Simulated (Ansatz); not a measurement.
# What a change does: single-point calculation on C$_{2}$H$_{4}$FGeNO

System: C$_{2}$H$_{4}$FGeNO, SMILES C[O][GeH]([F])[C]#N.
Method of the first run: RKS PBE0-D4/def2-TZVPP (Ansatz 0.2.0).

The geometry comes from this level: PBE0-D4/def2-TZVP. Text and figures count atoms from 1; the logs count them from 0 in places.

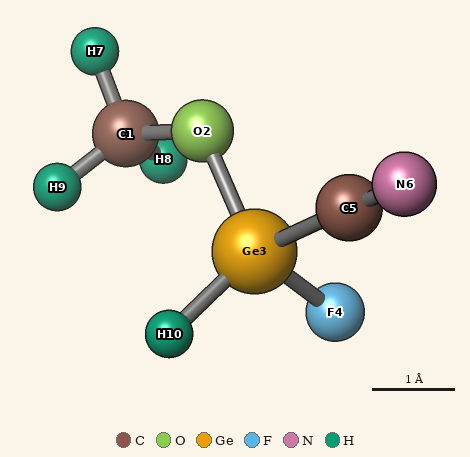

The structure as given in the input (ball-and-stick view, seen at a tilt; atoms are numbered from 1 in the order of the input). Sticks mark near contacts. Bond lengths as drawn: C–Ge 1.91 Å, C–H 1.09 to 1.10 Å, C–N 1.15 Å, C–O 1.42 Å, F–Ge 1.73 Å, Ge–H 1.53 Å and Ge–O 1.74 Å.

The input, the first run:
```yaml
crystal:
  periodic: [false, false, false]
  atoms:
    - {symbol: C, position_ang: [0.376774, -1.730111, 0.231611]}
    - {symbol: O, position_ang: [-0.094659, -0.465586, 0.666900]}
    - {symbol: Ge, position_ang: [-0.044433, 0.903699, -0.410288]}
    - {symbol: F, position_ang: [-1.168618, 0.655849, -1.696358]}
    - {symbol: C, position_ang: [-0.720659, 2.364749, 0.620470]}
    - {symbol: N, position_ang: [-1.087511, 3.271513, 1.225906]}
    - {symbol: H, position_ang: [0.403903, -2.383496, 1.104182]}
    - {symbol: H, position_ang: [-0.291358, -2.167830, -0.515679]}
    - {symbol: H, position_ang: [1.388642, -1.670473, -0.186312]}
    - {symbol: H, position_ang: [1.321017, 1.170587, -1.037531]}
basis:
  gaussian: {orbitals: def2-TZVPP}
hamiltonian: {xc: pbe0, dispersion: d4}
output: {orbitals: {seedname: orbitals}}
```

Hardware: 4 CPU threads, shared host.

Output (the first run):
```
Functional definition: PBE0
  parameter a = 0.25
  parameter kappa = 0.804
  parameter beta = 0.06672455060314922
  exchange = (1 - a)*pbe_x(kappa = kappa, mu = beta*pi^2/3) + a*exact_x
  correlation = pbe_c(beta = beta)
1459 factors; their error is unknown
mean field evaluation 1: about -64889.2555 eV, gradient 7.4e1 eV
mean field evaluation 2: about -64870.2216 eV, gradient 1.3e2 eV
mean field evaluation 4: about -64898.7945 eV, gradient 9.7e0 eV
mean field evaluation 8: about -64898.9634 eV, gradient 7.6e-2 eV
mean field evaluation 16: about -64899.2462 eV, gradient 3.0e-5 eV
mean field -64899.24620295 eV, -2385.0033076695 hartree, gradient 3.0e-5 eV, S^2 0.000000; 0 other end points of the search recorded, 0 dependent functions left out
reference -64899.24623329 eV, -2385.0033087845 hartree; 36, 36 occupied and 223, 223 virtual orbitals, 1459 factors
Total energy: -64899.41726882 eV, -2385.0095942241 hartree
```

For the second run the input was changed thus:
```diff
-  gaussian: {orbitals: def2-TZVPP}
+  gaussian: {orbitals: def2-SVP}
```

How does the second run compare with the first run?

The total energy of the second run is 397.3 kcal/mol higher, which measures the change of basis and not a stability. The HOMO goes from −9.05 to −8.94 eV. The LUMO goes from −1.06 to −0.86 eV. The basis functions go from 259 to 122.

Output (the second run):
```
Functional definition: PBE0
  parameter a = 0.25
  parameter kappa = 0.804
  parameter beta = 0.06672455060314922
  exchange = (1 - a)*pbe_x(kappa = kappa, mu = beta*pi^2/3) + a*exact_x
  correlation = pbe_c(beta = beta)
1210 factors; integrals over basis functions are off by at most 1.4e-3 eV
mean field evaluation 1: about -64874.2377 eV, gradient 6.2e1 eV
mean field evaluation 2: about -64860.0953 eV, gradient 1.1e2 eV
mean field evaluation 4: about -64881.7308 eV, gradient 7.3e0 eV
mean field evaluation 8: about -64882.0146 eV, gradient 9.7e-1 eV
mean field evaluation 16: about -64882.0167 eV, gradient 2.2e-4 eV
mean field -64882.01668993 eV, -2384.3701347445 hartree, gradient 2.9e-5 eV, S^2 0.000000; 0 other end points of the search recorded, 0 dependent functions left out
reference -64882.01671570 eV, -2384.3701356915 hartree; 36, 36 occupied and 86, 86 virtual orbitals, 1210 factors
Total energy: -64882.18775122 eV, -2384.3764211311 hartree
```

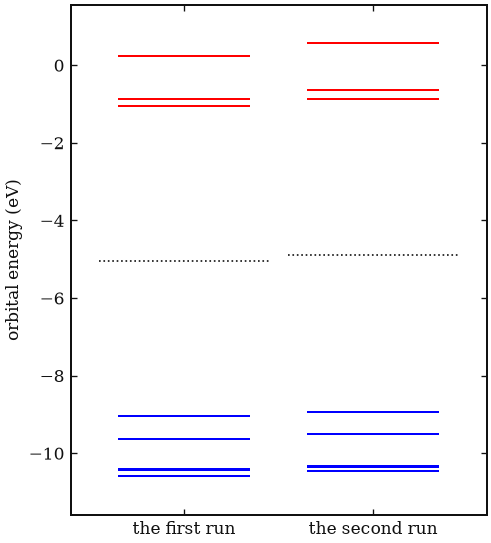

The five highest filled and three lowest empty orbital energies of the two runs; the dotted lines part filled from empty levels. The HOMO–LUMO gap is 7.99 eV in the first run and 8.08 eV in the second run.

The two runs side by side:

| quantity | the first run | the second run |
| --- | --- | --- |
| outcome | converged | converged |
| total energy (hartree) | −2385.009594 | −2384.376421 |
| HOMO (eV) | −9.05 | −8.94 |
| LUMO (eV) | −1.06 | −0.86 |
| basis functions | 259 | 122 |
| wall time (shared host) | 3.8 s | 1.5 s |
